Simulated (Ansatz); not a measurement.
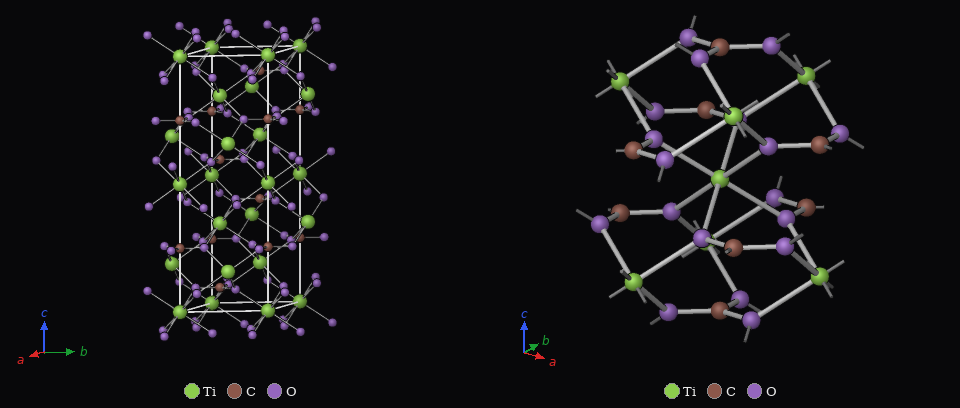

Left: the structure. Right: its underlying net. Nodes are coloured by element. Edges to nodes outside the piece are drawn as stubs.

TiCO₃ (space group R-3c, No. 167): coordinates from a relaxation with Ansatz 0.2.0, DFT, PAW plane waves, lda; the starting structure was generated, so it need not be a known form of this composition.

Bonds are taken as C–O below 1.5 Å and O–Ti below 2.3 Å. The graph is simplified in the usual way: terminal and isolated atoms are pruned, two-connected atoms become edges.

The result is a trinodal (3,3,6)-connected, three-periodic net: C is a 3-connected node; O is a 3-connected node; Ti is a 6-connected node, in the ratio 1:3:1. It is a single net, without interpenetration.

| node | links | point symbol | coordination sequence |
| --- | --- | --- | --- |
| C | 3 | 6^3 | 3 6 27 38 93 90 189 164 |
| O | 3 | 6^3 | 3 12 21 56 65 140 129 250 |
| Ti | 6 | 6^6.8^6.10^3 | 6 12 36 44 102 98 198 174 |
